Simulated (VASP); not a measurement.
Band structure of MgTe (zinc blende). Calculation: PBEsol GGA, VASP's PBE PAW potentials (set 64) (plane waves; VASP).

Unless said otherwise, spin-orbit coupling is left out, though it shifts the bands of the heavy elements here.

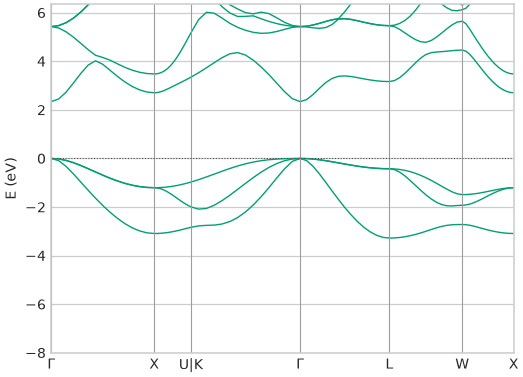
Figure: Bands along high-symmetry lines, zero at the valence-band maximum or, without a gap, the Fermi level

Problem. Read the plot: is there a gap, and where are the band edges?

Solution. The gap is direct, 2.34 eV, from the valence maximum at Γ to the conduction minimum at Γ. (Edges off the drawn lines would not show.)

Measured: gap 3.67 eV at 2 K (computed value off by -1.33 eV), as given by arXiv:1206.3780.

The compound is MgTe in the zinc blende structure, whereas wurtzite is the usual form. It was relaxed first.
